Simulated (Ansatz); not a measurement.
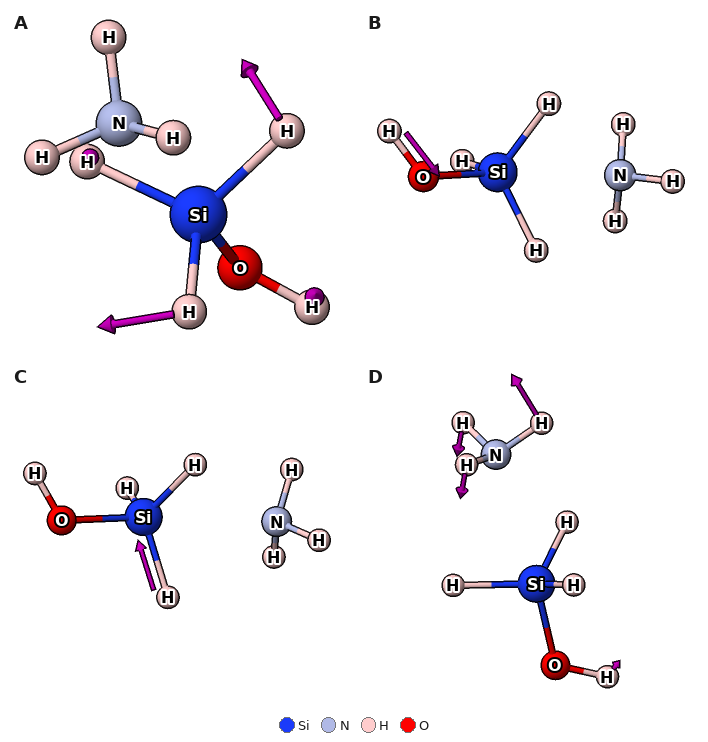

4 normal modes of one molecule or complex, as arrows. Harmonic vibrations computed with RKS PBE0-D4/def2-TZVP (Ansatz 0.2.0) at a stationary point of the same level.

Match the panels to the wavenumbers 341 cm⁻¹, 938 cm⁻¹, 2262 cm⁻¹, 3928 cm⁻¹.

A: 938 cm⁻¹, H–Si–H bending
B: 3928 cm⁻¹, O–H stretching
C: 2262 cm⁻¹, Si–H stretching
D: 341 cm⁻¹
